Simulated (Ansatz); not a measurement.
**How far to go with the k-point mesh at a smearing width of 0.02 eV: TaN (P31m, 6 atoms in the cell)**

```
CELL_PARAMETERS angstrom
      5.23454     0.00000     0.00000
     -2.61727     4.53325     0.00000
      0.00000     0.00000     2.92932
ATOMIC_POSITIONS crystal
  Ta 0.00000 0.00000 0.01707
  Ta 0.33333 0.66667 0.50000
  Ta 0.66667 0.33333 0.50000
  N  0.39239 0.00000 0.00000
  N  0.60761 0.60761 0.00000
  N  0.00000 0.39239 0.00000
```

Method: PBEsol, default PAW files made with PBE (plane waves; Ansatz, a program for electronic structure).

Base settings: basis.ecutwfc = 30.9 Ry; kpoints.mp_grid.grid = 7 7 11; hamiltonian.xc = pbesol; hamiltonian.pseudopotentials = {kind: paw} (the program's default PAW files); scf.occupations.method = fermi_dirac; scf.occupations.width = 0.0073 Ry.

In this ladder: scf.occupations.width = 0.0015 Ry.

Only quantities that move along the ladder and can be compared are tabulated.

The count of work is k-points × plane waves × bands × iterations; it is no time. 

The starting cell comes from a database of computed structures (which also holds hypothetical and non-ambient phases and stackings), without a prior relaxation at this level. Its lattice was rescaled by up to half a per cent. One atom was moved a little off its site on purpose. Spin polarisation is off. In the base run, with a pressure of about -10 GPa the cell is away from its equilibrium volume at this level. Ansatz's pressure includes its estimate of the finite-basis (Pulay) stress.

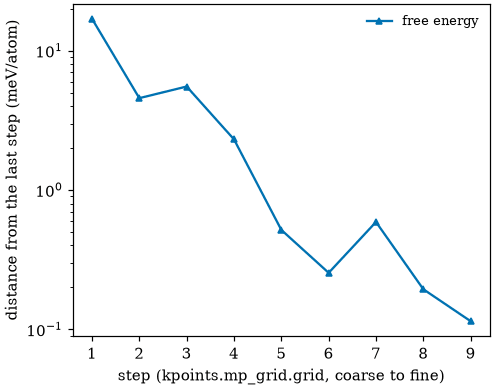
Fig. 1. Distance from the last step along the ladder; very small values are drawn at a floor.

```tsv
kpoints.mp_grid.grid	free energy less the last step's (meV/atom)	pressure (GPa)	largest difference of a force vector from the last step's (eV/Å)	count of work / last
3 3 4	16.93	-9.79	0.056	0.013
3 3 5	4.56	-9.99	0.040	0.014
4 4 6	5.53	-10.00	0.013	0.023
5 5 7	-2.31	-10.15	0.004	0.034
6 6 8	-0.52	-10.15	0.015	0.057
7 7 10	0.25	-10.10	0.009	0.083
8 8 12	0.59	-10.10	0.002	0.12
10 10 15	0.19	-10.13	0.002	0.22
14 14 22	0.11	-10.12	0.002	0.58
17 17 27	0.00	-10.13	0.000	1.0
```

Coarsest kpoints.mp_grid.grid that holds the forces within 0.005 eV/Å of the last step, with all finer ones: 8 8 12, at 0.12 of the last step's count of work; the step before is off by 0.009 eV/Å.

Coarsest kpoints.mp_grid.grid that holds the pressure within 0.2 GPa of the last step, with all finer ones: 3 3 5, at 0.014 of the last step's count of work; the step before is off by 0.33 GPa.

Coarsest kpoints.mp_grid.grid that holds the free energy within 2 meV/atom of the last step, with all finer ones: 6 6 8, at 0.057 of the last step's count of work; the step before is off by 2.3 meV/atom.

Keys are those of Ansatz 0.2.
